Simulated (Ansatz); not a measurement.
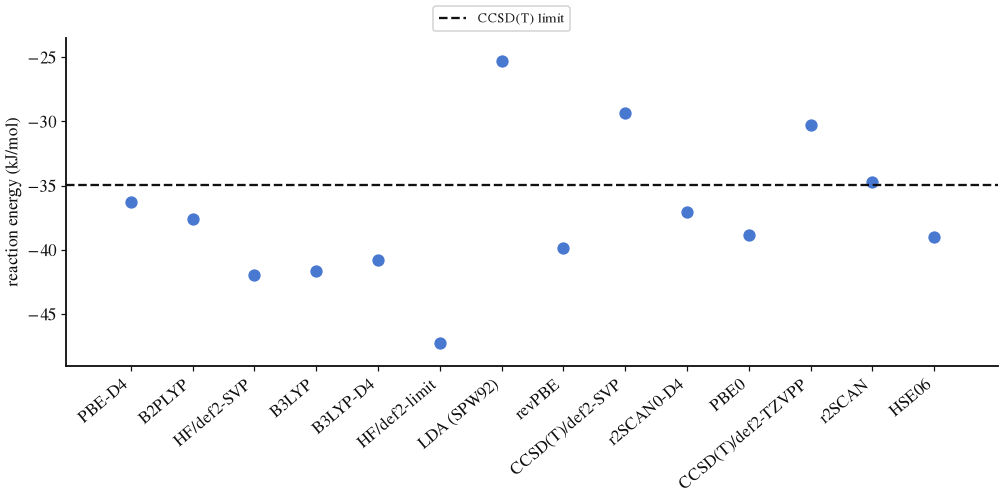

Electronic reaction energy of CH₄OSe (OC[SeH]) + H₂Se ([SeH2]) → H₂Se₂ ([SeH][SeH]) + CH₄O (CO) (SMILES in brackets) at several levels (functionals in def2-TZVPP unless a basis is named), isolated molecules at PBE0-D4 triple-zeta geometries, minima by their frequencies, no zero-point or thermal terms, the Ansatz code 0.2.0. The line is frozen-core CCSD(T) at the basis limit (MP2 extrapolated from triple and quadruple zeta, plus CCSD(T) less MP2 in a smaller set). B2PLYP holds a correlation term that converges slowly with the basis, so part of the distance to the limit is basis error. No dispersion term is added to B2PLYP, B3LYP, revPBE, PBE0, r2SCAN and HSE06. The distance of HF/def2-SVP, CCSD(T)/def2-SVP and CCSD(T)/def2-TZVPP to the limit includes basis error. The limit lies 4.7 kJ/mol from CCSD(T)/def2-TZVPP, so the line itself is uncertain by a part of that.

Which level comes closest to the line (CCSD(T) limit), and which misses most?

Answer. Closest r2SCAN (−34.7 kJ/mol), against −35.0 kJ/mol; farthest HF/def2-limit (−47.3 kJ/mol).

Give the values.

Answer.
| level | kJ/mol | less CCSD(T) limit |
| --- | --- | --- |
| PBE-D4 | −36.3 | −1.3 |
| B2PLYP | −37.6 | −2.6 |
| HF/def2-SVP | −42.0 | −7.0 |
| B3LYP | −41.7 | −6.7 |
| B3LYP-D4 | −40.8 | −5.8 |
| HF/def2-limit | −47.3 | −12.3 |
| LDA (SPW92) | −25.3 | 9.7 |
| revPBE | −39.8 | −4.9 |
| CCSD(T)/def2-SVP | −29.3 | 5.6 |
| r2SCAN0-D4 | −37.0 | −2.1 |
| PBE0 | −38.8 | −3.9 |
| CCSD(T)/def2-TZVPP | −30.3 | 4.7 |
| r2SCAN | −34.7 | 0.3 |
| HSE06 | −39.0 | −4.0 |
| CCSD(T) limit | −35.0 | 0.0 |

Caveats: no scalar relativity up to krypton; outer-core shells are correlated without core-valence functions, which makes the correlated values less sure.
